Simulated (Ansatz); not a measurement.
AlBrH4N2 (SMILES [NH2][Al]([NH2])[Br])

```xyz
8

N    -0.2689    1.5552   -0.1035
Al   -0.1632   -0.1720   -0.4122
N     0.5596   -1.3175    0.7080
Br   -1.0033   -0.9627   -2.3535
H    -0.6830    2.2104   -0.7452
H     0.0658    2.0277    0.7192
H     0.9661   -1.0918    1.6002
H     0.6191   -2.3062    0.5311
```

Geometry: PBE0-D4/def2-TZVP.

All numbers below come from RKS PBE0-D4/def2-TZVPP (Ansatz).

> What can the converged electron density and electron localisation function tell about the bonding?

Al–N (1.76 Å): ρ at the midpoint is about 0.89 e/Å³; the ELF peaks at about 0.90 in the valence shell of N, 0.7 Å from its nucleus, and is about 0.60 at the midpoint.
Al–Br (2.26 Å): ρ at the midpoint is about 0.66 e/Å³; the ELF peaks at about 0.85 in the valence shell of Br, 1.1 Å from its nucleus, and is about 0.85 at the midpoint.
N–H (1.01 Å): ρ is about 2.9 e/Å³ halfway; the ELF climbs to about 1 towards the hydrogen, as it does in any bond to H; an ordinary covalent bond to hydrogen.

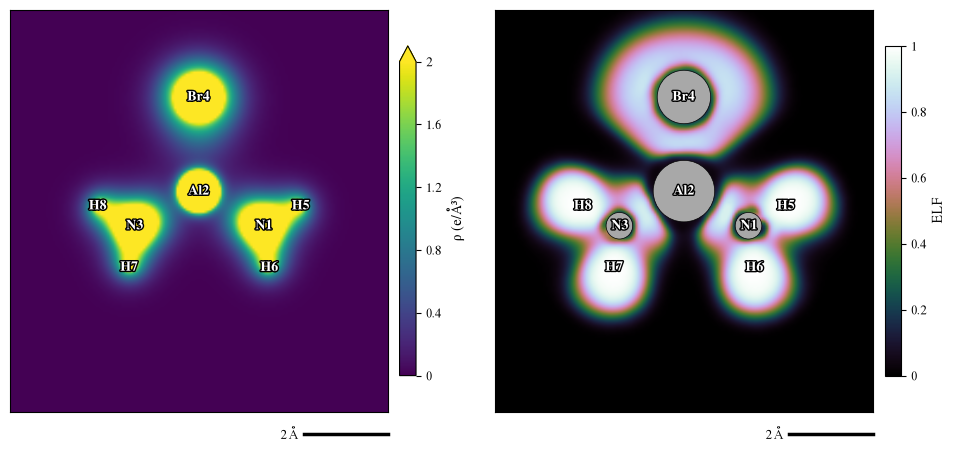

Computed electron density and electron localisation function on the molecular plane, in this order. Grey discs cover the atomic cores in the ELF map. 
